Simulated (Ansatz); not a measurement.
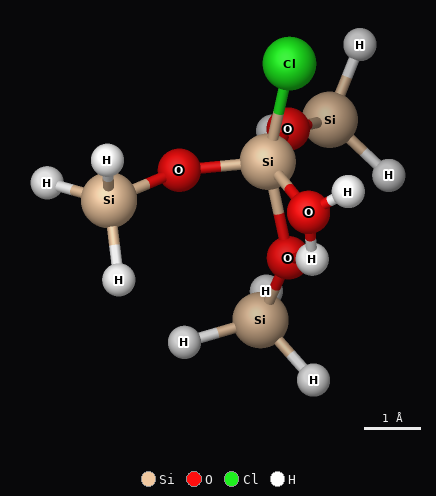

Figure 1. The starting structure (ball-and-stick view, seen at a tilt). Bond lengths as drawn: Cl–Si 2.07 Å, H–O 0.96 to 1.24 Å, H–Si 1.46 to 1.47 Å and O–Si 1.61 to 1.86 Å.

# Si$_{4}$H$_{11}$ClO$_{4}$: geometry relaxation (part 1 of 2)

- system: Si$_{4}$H$_{11}$ClO$_{4}$
- method: RKS PBE0-D4/def2-SVP (Ansatz 0.2.0)

The input holds or restrains some coordinates. Forces given for the steps count only the free coordinates.

## The input
```yaml
crystal:
  periodic: [false, false, false]
  atoms:
    - {symbol: Si, position_ang: [0.546400, -0.762400, 0.388300]}
    - {symbol: O, position_ang: [0.604700, 0.811900, -0.601200]}
    - {symbol: Si, position_ang: [-0.352000, 2.009800, -1.133400]}
    - {symbol: O, position_ang: [0.103400, 0.049400, 1.713300]}
    - {symbol: Si, position_ang: [0.008500, 1.241200, 2.806700]}
    - {symbol: O, position_ang: [-0.755900, -1.399200, -0.302400]}
    - {symbol: Si, position_ang: [-1.393300, -2.187200, -1.571900]}
    - {symbol: Cl, position_ang: [1.368100, -2.350000, 1.431100]}
    - {symbol: H, position_ang: [1.571100, 0.197000, -1.069700]}
    - {symbol: O, position_ang: [1.926000, -0.906800, -0.829100]}
    - {symbol: H, position_ang: [-1.355500, 1.470400, -2.053200]}
    - {symbol: H, position_ang: [0.620500, 2.860600, -1.829200]}
    - {symbol: H, position_ang: [-0.969900, 2.684300, 0.005900]}
    - {symbol: H, position_ang: [-1.394900, 1.649500, 2.825500]}
    - {symbol: H, position_ang: [0.895800, 2.328000, 2.380100]}
    - {symbol: H, position_ang: [0.461700, 0.641700, 4.060000]}
    - {symbol: H, position_ang: [-1.101400, -1.417000, -2.785500]}
    - {symbol: H, position_ang: [-0.774200, -3.510000, -1.644600]}
    - {symbol: H, position_ang: [-2.811900, -2.210200, -1.228600]}
    - {symbol: H, position_ang: [2.802600, -1.200900, -0.562100]}
basis:
  gaussian: {orbitals: def2-SVP}
hamiltonian: {xc: pbe0, dispersion: d4}
relax: {f_tol: 0.04, max_steps: 150, escape_saddle: false, constraints: [{distance: [0, 9]}, {distance: [1, 8]}, {distance: [0, 1]}, {distance: [8, 9]}]}
```

Command:
```bash
ansatz run in.yaml --threads 4 --pin off --events-out ev --progress --plain --max-ram 66560MiB --backend cuda --devices 0, --max-vram 37GiB
```

## Output
```
Functional definition: PBE0
  name "PBE0"
  cite "Adamo & Barone, J. Chem. Phys. 110, 6158 (1999) doi:10.1063/1.478522"
  cite "Perdew, Burke & Ernzerhof, Phys. Rev. Lett. 77, 3865 (1996) doi:10.1103/PhysRevLett.77.3865"
  parent pbe
  parameter a = 0.25
  parameter kappa = 0.804
  parameter beta = 0.06672455060314922
  exchange = (1 - a)*pbe_x(kappa = kappa, mu = beta*pi^2/3) + a*exact_x
  correlation = pbe_c(beta = beta)
2016 factors; integrals over basis functions are off by at most 6.0e-4 eV
mean field evaluation 1: about -52348.9525 eV, gradient 8.2e1 eV
mean field evaluation 2: about -52333.8688 eV, gradient 1.2e2 eV
mean field evaluation 4: about -52360.3267 eV, gradient 5.3e0 eV
mean field evaluation 8: about -52360.3734 eV, gradient 4.9e-2 eV
mean field evaluation 16: about -52360.3734 eV, gradient 2.0e-5 eV
mean field -52360.37336344 eV, -1924.2082299706 hartree, gradient 2.0e-5 eV, S^2 0.000000; 0 other end points of the search recorded, 0 dependent functions left out
the calculation of the forces begins
reference -52360.37340368 eV, -1924.2082314495 hartree; 58, 58 occupied and 143, 143 virtual orbitals, 2016 factors
relax step   1: F+E_penalty+E_count = -52360.99831209 eV  Δ(F+E_penalty+E_count) = +0.000e0 eV  max|allowed force component| = 8.621e-1 eV/Å  Δτ_max = 0.0000 Å  (26 SCF iters, accepted)
  distance Si 0 - O 9 held at 1.845592 Å   reaction = +1.8292e-1 eV/Å
  distance O 1 - H 8 held at 1.237547 Å   reaction = +1.0110e0 eV/Å
  distance Si 0 - O 1 held at 1.860357 Å   reaction = +7.4487e-1 eV/Å
  distance H 8 - O 9 held at 1.184152 Å   reaction = +7.5053e-1 eV/Å
these checks for a lower state are left out or cut short: starts, cluster_reference, orbital_swaps, neighbouring_geometries, increment
2016 factors; integrals over basis functions are off by at most 7.0e-4 eV
mean field -52360.73697553 eV, -1924.2215924686 hartree, gradient 7.1e-5 eV, S^2 0.000000; 0 other end points of the search recorded, 0 dependent functions left out
[... from here on the field's lines of each further geometry are left out, up to the last ...]
relax step   2: F+E_penalty+E_count = -52361.35001848 eV  Δ(F+E_penalty+E_count) = -3.517e-1 eV  max|allowed force component| = 6.467e-1 eV/Å  Δτ_max = 0.1728 Å  (25 SCF iters, accepted)
relax step   3: F+E_penalty+E_count = -52361.38714501 eV  Δ(F+E_penalty+E_count) = -3.713e-2 eV  max|allowed force component| = 2.482e-1 eV/Å  Δτ_max = 0.0663 Å  (25 SCF iters, accepted)
relax step   4: F+E_penalty+E_count = -52361.41063769 eV  Δ(F+E_penalty+E_count) = -2.349e-2 eV  max|allowed force component| = 1.115e-1 eV/Å  Δτ_max = 0.2000 Å  (28 SCF iters, accepted)
relax step   5: F+E_penalty+E_count = -52361.41941951 eV  Δ(F+E_penalty+E_count) = -8.782e-3 eV  max|allowed force component| = 6.202e-2 eV/Å  Δτ_max = 0.0857 Å  (25 SCF iters, accepted)
relax step   6: F+E_penalty+E_count = -52361.42314013 eV  Δ(F+E_penalty+E_count) = -3.721e-3 eV  max|allowed force component| = 2.437e-1 eV/Å  Δτ_max = 0.1955 Å  (28 SCF iters, accepted)
relax step   7: F+E_penalty+E_count = -52361.42941004 eV  Δ(F+E_penalty+E_count) = -6.270e-3 eV  max|allowed force component| = 1.013e-1 eV/Å  Δτ_max = 0.0388 Å  (24 SCF iters, accepted)
relax step   8: F+E_penalty+E_count = -52361.44294044 eV  Δ(F+E_penalty+E_count) = -1.353e-2 eV  max|allowed force component| = 6.797e-2 eV/Å  Δτ_max = 0.1696 Å  (27 SCF iters, accepted)
relax step   9: F+E_penalty+E_count = -52361.44706630 eV  Δ(F+E_penalty+E_count) = -4.126e-3 eV  max|allowed force component| = 2.428e-1 eV/Å  Δτ_max = 0.1987 Å  (28 SCF iters, accepted)
relax step  10: F+E_penalty+E_count = -52361.45618498 eV  Δ(F+E_penalty+E_count) = -9.119e-3 eV  max|allowed force component| = 2.082e-1 eV/Å  Δτ_max = 0.0597 Å  (24 SCF iters, accepted)
relax step  11: F+E_penalty+E_count = -52361.48006197 eV  Δ(F+E_penalty+E_count) = -2.388e-2 eV  max|allowed force component| = 8.324e-2 eV/Å  Δτ_max = 0.2000 Å  (27 SCF iters, accepted)
relax step  12: F+E_penalty+E_count = -52361.49496060 eV  Δ(F+E_penalty+E_count) = -1.490e-2 eV  max|allowed force component| = 1.716e-1 eV/Å  Δτ_max = 0.1952 Å  (27 SCF iters, accepted)
relax step  13: F+E_penalty+E_count = -52361.50421494 eV  Δ(F+E_penalty+E_count) = -9.254e-3 eV  max|allowed force component| = 2.529e-1 eV/Å  Δτ_max = 0.1244 Å  (24 SCF iters, accepted)
relax step  14: F+E_penalty+E_count = -52361.51752168 eV  Δ(F+E_penalty+E_count) = -1.331e-2 eV  max|allowed force component| = 2.599e-1 eV/Å  Δτ_max = 0.1383 Å  (25 SCF iters, accepted)
relax step  15: F+E_penalty+E_count = -52361.53506088 eV  Δ(F+E_penalty+E_count) = -1.754e-2 eV  max|allowed force component| = 3.057e-1 eV/Å  Δτ_max = 0.1753 Å  (24 SCF iters, accepted)
relax step  16: F+E_penalty+E_count = -52361.54748105 eV  Δ(F+E_penalty+E_count) = -1.242e-2 eV  max|allowed force component| = 3.072e-1 eV/Å  Δτ_max = 0.1882 Å  (24 SCF iters, accepted)
relax step  17: F+E_penalty+E_count = -52361.55889628 eV  Δ(F+E_penalty+E_count) = -1.142e-2 eV  max|allowed force component| = 3.215e-1 eV/Å  Δτ_max = 0.1359 Å  (25 SCF iters, accepted)
relax step  18: F+E_penalty+E_count = -52361.57784670 eV  Δ(F+E_penalty+E_count) = -1.895e-2 eV  max|allowed force component| = 2.130e-1 eV/Å  Δτ_max = 0.2000 Å  (28 SCF iters, accepted)
relax step  19: F+E_penalty+E_count = -52361.59519861 eV  Δ(F+E_penalty+E_count) = -1.735e-2 eV  max|allowed force component| = 1.385e-1 eV/Å  Δτ_max = 0.2000 Å  (27 SCF iters, accepted)
relax step  20: F+E_penalty+E_count = -52361.60297557 eV  Δ(F+E_penalty+E_count) = -7.777e-3 eV  max|allowed force component| = 1.137e-1 eV/Å  Δτ_max = 0.1457 Å  (25 SCF iters, accepted)
relax step  21: F+E_penalty+E_count = -52361.60002295 eV  Δ(F+E_penalty+E_count) = +2.953e-3 eV  max|allowed force component| = 3.006e-1 eV/Å  Δτ_max = 0.1912 Å  (27 SCF iters, rejected (line search))
relax step  22: F+E_penalty+E_count = -52361.58778831 eV  Δ(F+E_penalty+E_count) = +1.519e-2 eV  max|allowed force component| = 3.774e-1 eV/Å  Δτ_max = 0.0955 Å  (25 SCF iters, rejected (line search))
relax step  23: F+E_penalty+E_count = -52361.60749117 eV  Δ(F+E_penalty+E_count) = -4.516e-3 eV  max|allowed force component| = 2.272e-2 eV/Å  Δτ_max = 0.0467 Å  (24 SCF iters, accepted)
relax step  24: F+E_penalty+E_count = -52361.61143321 eV  Δ(F+E_penalty+E_count) = -3.942e-3 eV  max|allowed force component| = 6.776e-2 eV/Å  Δτ_max = 0.0975 Å  (24 SCF iters, accepted)
relax step  25: F+E_penalty+E_count = -52361.61406479 eV  Δ(F+E_penalty+E_count) = -2.632e-3 eV  max|allowed force component| = 2.247e-1 eV/Å  Δτ_max = 0.1494 Å  (24 SCF iters, accepted)
relax step  26: F+E_penalty+E_count = -52361.61874647 eV  Δ(F+E_penalty+E_count) = -4.682e-3 eV  max|allowed force component| = 1.913e-1 eV/Å  Δτ_max = 0.0610 Å  (25 SCF iters, accepted)
relax step  27: F+E_penalty+E_count = -52361.63266924 eV  Δ(F+E_penalty+E_count) = -1.392e-2 eV  max|allowed force component| = 3.002e-2 eV/Å  Δτ_max = 0.2000 Å  (26 SCF iters, accepted)
relax step  28: F+E_penalty+E_count = -52361.63710569 eV  Δ(F+E_penalty+E_count) = -4.436e-3 eV  max|allowed force component| = 1.521e-1 eV/Å  Δτ_max = 0.1135 Å  (24 SCF iters, accepted)
relax step  29: F+E_penalty+E_count = -52361.64336349 eV  Δ(F+E_penalty+E_count) = -6.258e-3 eV  max|allowed force component| = 2.371e-1 eV/Å  Δτ_max = 0.1942 Å  (24 SCF iters, accepted)
relax step  30: F+E_penalty+E_count = -52361.64929856 eV  Δ(F+E_penalty+E_count) = -5.935e-3 eV  max|allowed force component| = 1.956e-1 eV/Å  Δτ_max = 0.2000 Å  (25 SCF iters, accepted)
relax step  31: F+E_penalty+E_count = -52361.65802730 eV  Δ(F+E_penalty+E_count) = -8.729e-3 eV  max|allowed force component| = 7.893e-2 eV/Å  Δτ_max = 0.0641 Å  (24 SCF iters, accepted)
relax step  32: F+E_penalty+E_count = -52361.65977111 eV  Δ(F+E_penalty+E_count) = -1.744e-3 eV  max|allowed force component| = 1.277e-2 eV/Å  Δτ_max = 0.0599 Å  (24 SCF iters, accepted)
the calculation of the forces begins
reference -52361.02805753 eV, -1924.2322895346 hartree; 58, 58 occupied and 143, 143 virtual orbitals, 2016 factors
relax step  33: F+E_penalty+E_count = -52361.66026700 eV  Δ(F+E_penalty+E_count) = -4.959e-4 eV  max|allowed force component| = 2.432e-2 eV/Å  Δτ_max = 0.0770 Å  (24 SCF iters, accepted)
```

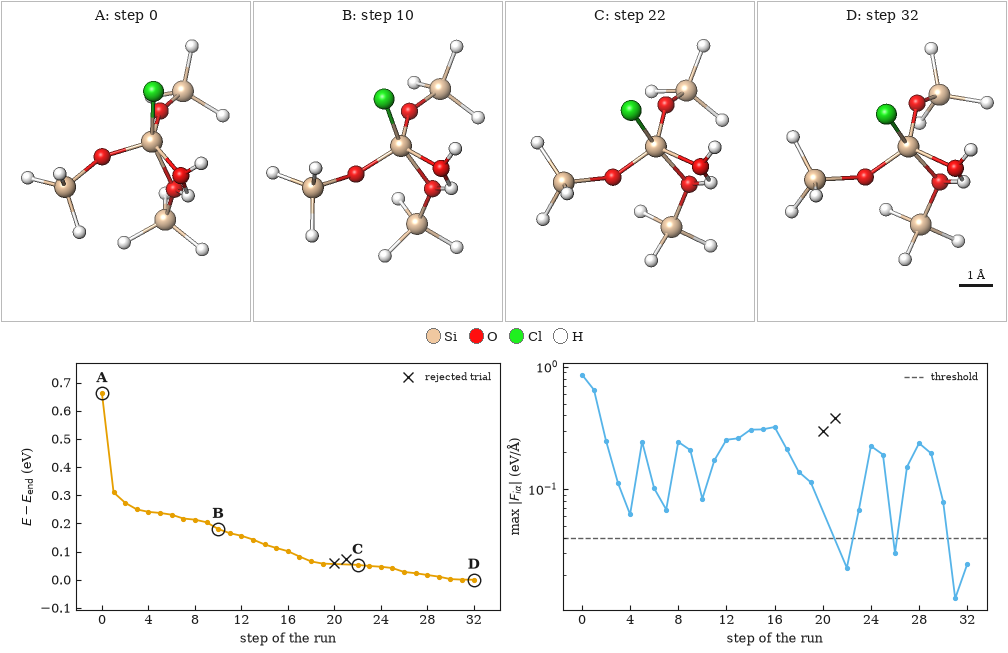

Figure 2. Frames of the restrained relaxation (ball-and-stick view, seen at a tilt) above the curves, on which the letters mark them (the first geometry is step 0 here and step 1 in the log).

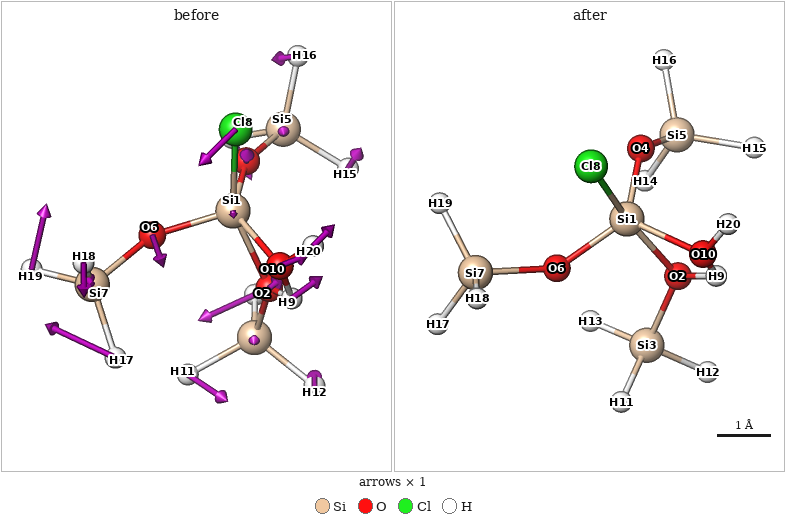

Figure 3. Before (left) and after (right) the restrained relaxation, at one scale (ball-and-stick view, seen at a tilt). The pink arrows give the displacements, at true length. The largest move after the best rigid fit is that of H17, 1.83 Å. Largest moves by element: H 1.83 Å, Cl 1.09 Å, O 0.71 Å, Si 0.40 Å. Among the contacts that change: O2–Si3 1.623 → 1.694 Å, Si1–Cl8 2.070 → 2.131 Å, O6–Si7 1.624 → 1.680 Å, O4–Si5 1.620 → 1.671 Å. Among the angles that change: Si1–O4–Si5 159.9° → 133.8°, O4–Si1–O10 141.7° → 116.6°, Si1–O2–Si3 141.3° → 126.5°. Over 32 geometry steps the energy falls by 0.662 eV. The largest force component goes from 0.86 to 0.024 eV/Å. The line search rejected the trial steps at points 20, 21 (counted from 0) and went back. (Atoms are counted from 1 in the order of the input.)
